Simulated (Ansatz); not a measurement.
System: Cs3SI.

```
CELL_PARAMETERS angstrom
9.12337 0.00000 0.00000
-4.56169 7.90107 0.00000
0.00000 0.00000 12.29158
ATOMIC_POSITIONS crystal
Cs 0.08641 0.77004 0.31311
Cs 0.75308 0.10337 0.64644
Cs 0.41975 0.43671 0.97977
Cs 0.68363 0.91359 0.31311
Cs 0.35029 0.24692 0.64644
Cs 0.01696 0.58025 0.97977
Cs 0.22996 0.31637 0.31311
Cs 0.89663 0.64971 0.64644
Cs 0.56329 0.98304 0.97977
S 0.33333 0.66667 0.16592
S 0.00000 0.00000 0.49926
S 0.66667 0.33333 0.83259
I 0.00000 0.00000 0.06111
I 0.66667 0.33333 0.39445
I 0.33333 0.66667 0.72778
```

Space group R3; a structure generated by program, which may or may not match a known phase.

These are results of DFT PBEsol, scalar-relativistic, plane waves, PAW in Ansatz 0.2.0, not measurements.

Question: What will maps of the valence pseudo-density and electron localisation function show?

Answer: Cs–I (4.04 Å): ρ is about 0.05 e/Å³ halfway; the ELF peaks at about 0.80 in the valence shell of I, 1.4 Å from its nucleus, and drops to about 0.05 between the two atoms (a closed-shell, largely ionic contact).
Bader's partition of the density gives Cs +0.76, S −1.46 and I −0.83 e.

Question: What Bader charges does the calculation give?

Answer: Electrons move from Cs towards S and I. Bader charges: Cs +0.76, S −1.46 and I −0.83 e.

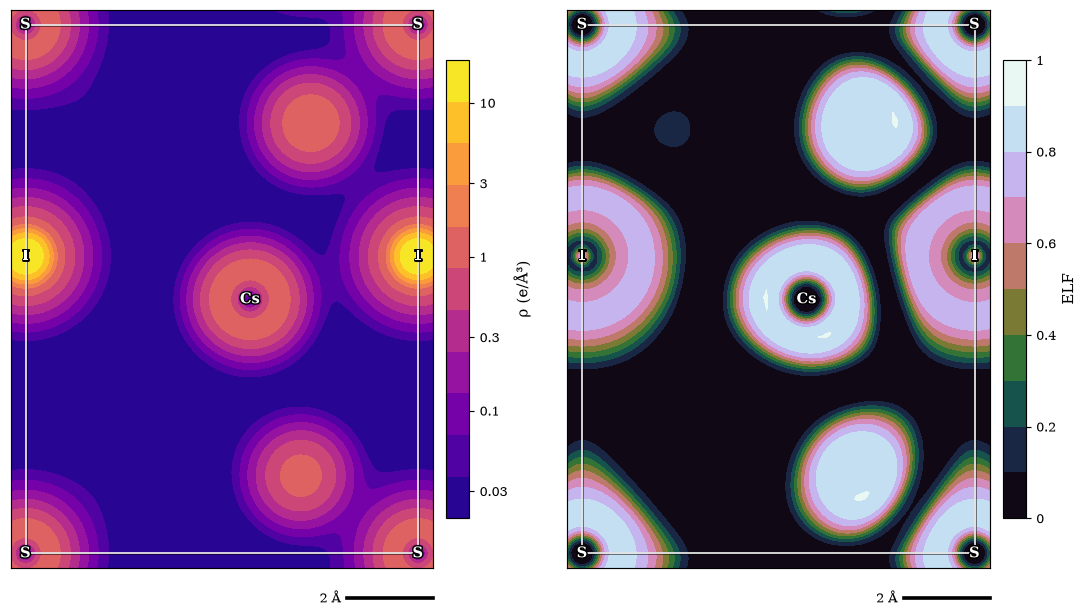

Computed valence pseudo-density and electron localisation function on the (010) plane of the conventional cell, in this order. Atoms just off the plane (Cs, 0.7 Å away) can leave unmarked features too.

In a PAW calculation such maps are meaningful between the atoms, not at the nuclei.
